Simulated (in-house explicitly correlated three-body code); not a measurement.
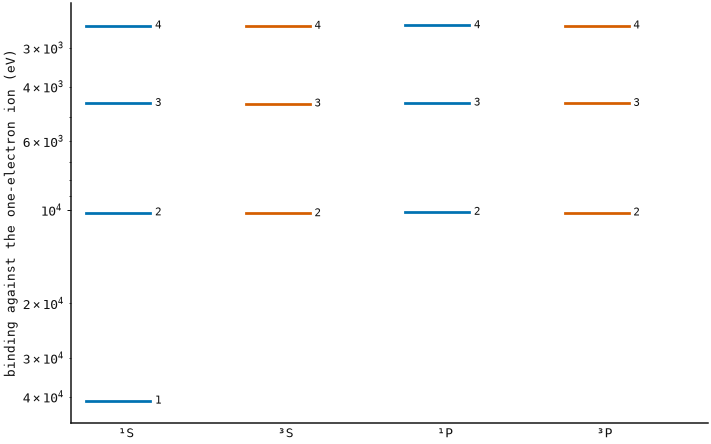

Two electrons around a point charge Z = 55.658. Computed variationally in 260 exponentially correlated functions with an in-house code, non-relativistic, converged to about 10⁻⁸ of the energy. The plot shows the bound S and P states that converged, by term and principal number n, on a logarithmic scale of binding.

### Describe the level scheme.

The ground state is bound by 41.21 keV. The n = 2 states drawn run, from the deepest, 2 ³S (10.25 keV), 2 ³P (10.20 keV), 2 ¹S (10.19 keV), 2 ¹P (10.15 keV). Exchange puts 2 ³S below 2 ¹S by 64.7 eV and 2 ³P below 2 ¹P by 49.4 eV. Quantum defects n − (Z − 1)/√(2 E(binding)): 2 ³S 0.009, 2 ³P 0.003, 2 ¹S 0.003, 2 ¹P −0.001.
